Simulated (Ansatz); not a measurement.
```yaml
atoms:
  - { symbol: In, position_ang: [0.3902, -0.4315, 0.1520] }
  - { symbol: H, position_ang: [0.6912, 1.2714, 0.5223] }
  - { symbol: H, position_ang: [-1.0924, -0.9047, -0.6876] }
```

Core potentials replace the inner electrons of In.

The calculation used UKS PBE0-D4/def2-SVP in Ansatz.

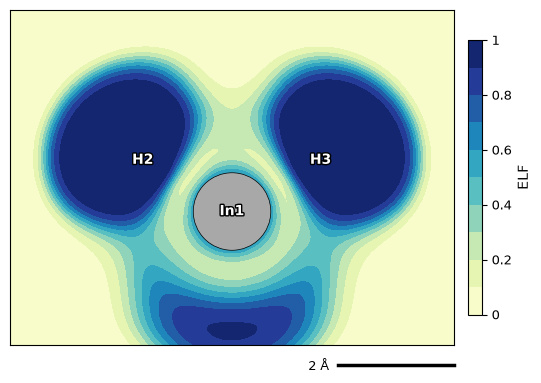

H2In (SMILES [InH2]) (doublet). ELF on the molecular plane. Grey discs cover the atomic cores.

Describe what can be read from this map.

- Atoms in the plane: In and H.
- In–H (1.77 Å): the ELF climbs to about 1 towards the hydrogen.
